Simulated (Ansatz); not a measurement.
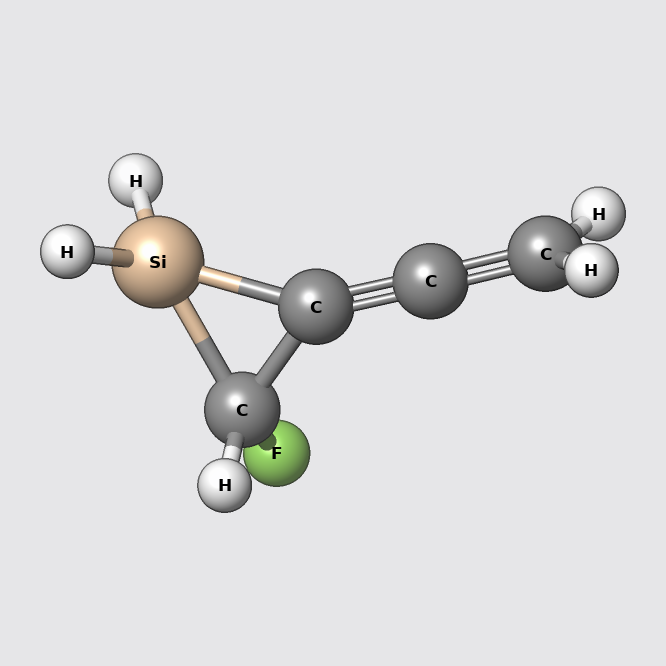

Rendered structure (ball-and-stick style). Double and triple bonds are drawn as two and three sticks.

> What is the molecular formula?

C₄H₅FSi, 11 atoms: 4 carbon, 5 hydrogen, 1 fluorine and 1 silicon.

> Describe its rings.

Independent rings (smallest set): 1 of 3 members.

> Give a SMILES string for it.

C=C=C1[SiH2][C@H]1F

More results for the same structure follow; atom numbers are the same in all pictures, views and colours differ. The geometry was computed by an optimisation with PBE0-D4/def2-TZVP.

Shape

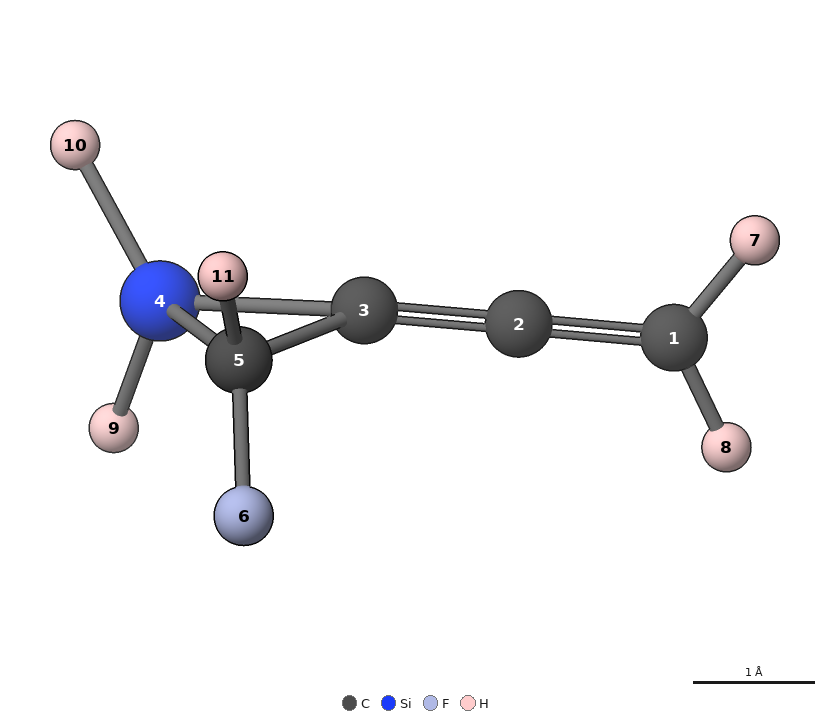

What are the angles C1–C2–C3, C2–C1–H7, C2–C1–H8, C2–C3–Si4, C3–Si4–H9, C3–Si4–H10, C3–C5–Si4, C3–C5–H11, Si4–C3–C5, C5–Si4–H9, C5–Si4–H10, F6–C5–H11?

| angle | degrees |
| --- | --- |
| C1–C2–C3 | 179.0 |
| C2–C1–H7 | 121.0 |
| C2–C1–H8 | 121.0 |
| C2–C3–Si4 | 151.9 |
| C3–Si4–H9 | 117.0 |
| C3–Si4–H10 | 121.4 |
| C3–C5–Si4 | 64.3 |
| C3–C5–H11 | 114.8 |
| Si4–C3–C5 | 67.8 |
| C5–Si4–H9 | 119.4 |
| C5–Si4–H10 | 119.8 |
| F6–C5–H11 | 110.4 |

Charges

The questions are on Mulliken charges. Properties computed with RKS PBE0-D4/def2-TZVP (Ansatz 0.2.0).

> Which atom carries the highest charge (most positive or least negative)?

Si4 (0.21 e).

> And the lowest?

C1 (−0.33 e).

List the Mulliken charges.

```tsv
atom	value (e)
C1	−0.33
C2	0.02
C3	−0.20
Si4	0.21
C5	0.08
F6	−0.21
H7	0.16
H8	0.16
H9	0.01
H10	0.00
H11	0.11
```

Levels of theory compared

Program: Ansatz 0.2.0.

At this fixed geometry, give HOMO–LUMO gap (eV), HOMO energy (eV), dipole (D) at these levels: B3LYP-D4/def2-TZVPP; PBE-D4/def2-TZVPP; r2SCAN-D4/def2-TZVPP; ωB97M-V/def2-TZVPP.

| level | HOMO–LUMO gap (eV) | HOMO energy (eV) | dipole (D) |
| --- | --- | --- | --- |
| B3LYP-D4/def2-TZVPP | 5.76 | −6.92 | 1.68 |
| PBE-D4/def2-TZVPP | 4.13 | −6.04 | 1.45 |
| r2SCAN-D4/def2-TZVPP | 4.52 | −6.23 | 1.54 |
| ωB97M-V/def2-TZVPP | 10.26 | −9.21 | 1.71 |

Vibrations

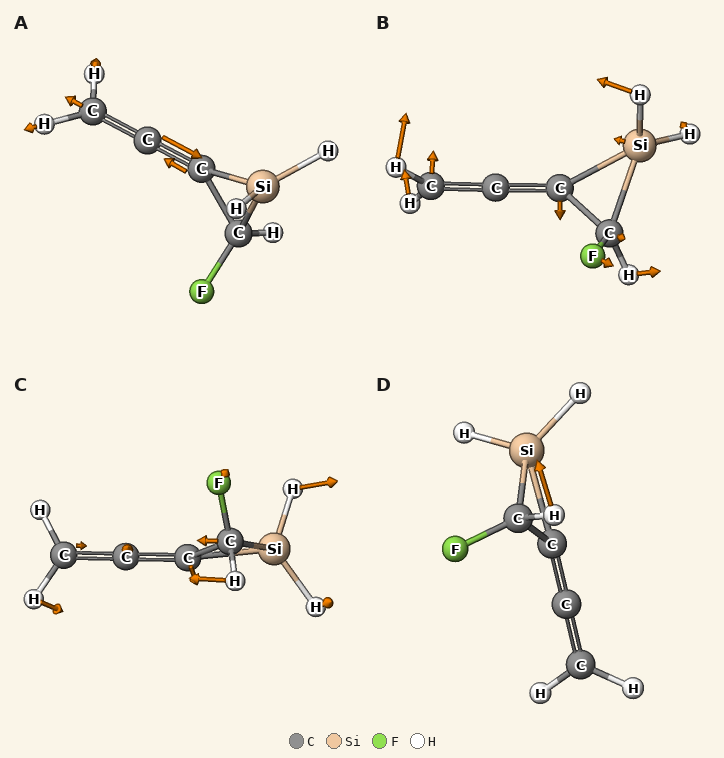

4 normal modes of one molecule or complex, as arrows. Harmonic vibrations computed with RKS PBE0-D4/def2-TZVP (Ansatz 0.2.0) at a stationary point of the same level.

> Match the panels to the wavenumbers 125 cm⁻¹, 681 cm⁻¹, 1029 cm⁻¹, 2068 cm⁻¹.

A: 2068 cm⁻¹, out-of-phase stretching of 2 C–C bonds
B: 125 cm⁻¹
C: 681 cm⁻¹, angle bending
D: 1029 cm⁻¹, angle bending

Thermal motion

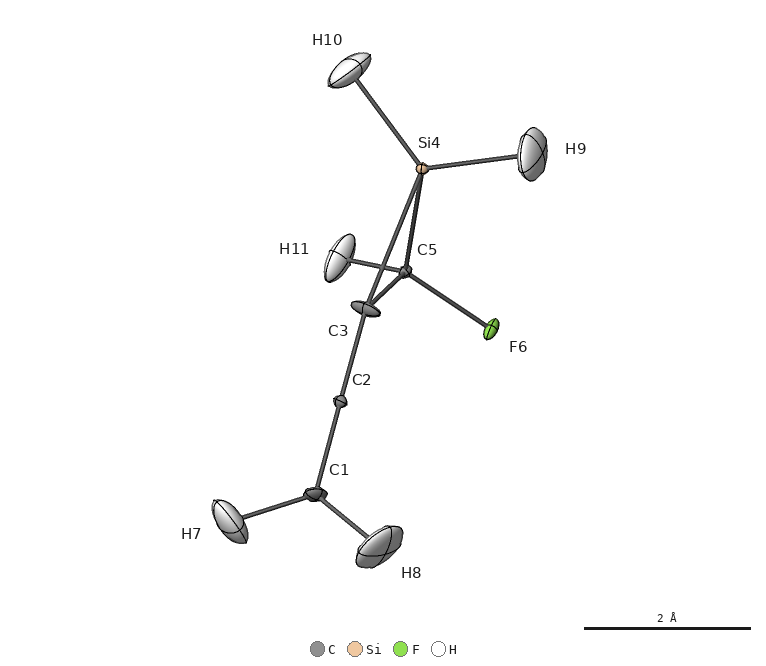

Displacement ellipsoids at the 50 % level, from the internal vibrations of the free molecule (harmonic, no overall translation or rotation; no half-axis is drawn under 0.075 Å). Vibrations computed with RKS PBE0-D4/def2-TZVP (Ansatz 0.2.0). Temperature: 200 K.

List U_eq and the three principal root-mean-square amplitudes for each kind of atom.

```csv
atom,U_eq (Å²),rms amplitudes (Å)
C1,0.0061,"0.035, 0.078, 0.105"
C2,0.0028,"0.043, 0.052, 0.063"
C3,0.0076,"0.034, 0.069, 0.129"
Si4,0.0013,"0.022, 0.034, 0.048"
C5,0.0023,"0.037, 0.047, 0.057"
F6,0.0045,"0.021, 0.050, 0.103"
H7,0.0295,"0.095, 0.172, 0.223"
H8,0.0348,"0.080, 0.214, 0.228"
H9,0.0376,"0.087, 0.181, 0.269"
H10,0.0283,"0.091, 0.171, 0.218"
H11,0.0219,"0.083, 0.120, 0.210"
```

Mulliken values depend strongly on the basis set and can even reverse the polarity of a bond.
